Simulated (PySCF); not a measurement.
```xyz
16

C    -0.5034    1.0150    2.5461
C    -0.7386    0.3320    1.5911
C    -0.9952   -0.4870    0.4351
Si    0.6724   -1.3564   -0.0651
Si    2.1110    0.3371   -0.7110
C    -1.3323    0.3522   -0.7389
O    -0.6011    1.1860   -1.2236
O    -2.5198    0.0540   -1.2816
H    -0.3176    1.6098    3.3894
H    -1.8050   -1.1886    0.6397
H     0.9835   -2.1657    1.1215
H     0.2583   -2.3246   -1.0965
H     1.9703    1.5421    0.1010
H     3.4870   -0.1546   -0.5176
H     2.0036    0.6582   -2.1333
H    -2.6807    0.5995   -2.0677
```

Geometry: GFN2-xTB.

These are results of PBE0/def2-SVPD, SCF density, gas phase (PySCF 2.14.0), not measurements.

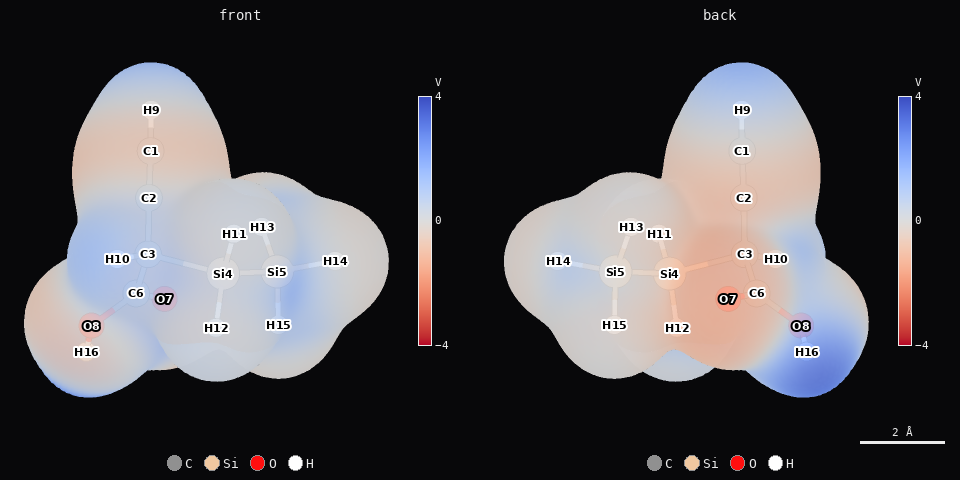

C$_{4}$H$_{8}$O$_{2}$Si$_{2}$ (SMILES C#C[C@H]([SiH2][SiH3])C(=O)O). The electrostatic potential painted on the density surface at 0.002 e/bohr³, seen from the front and from behind; the colour scale runs from red (negative) to blue (positive).

**Describe the electrostatic potential map.**

The most negative region (about −1.3 V) lies over O7, the most positive (about +2.9 V) over H16. O7 is the likeliest acceptor of a hydrogen bond.

**How polar is the molecule by this calculation?**

Its dipole moment is 1.47 D.
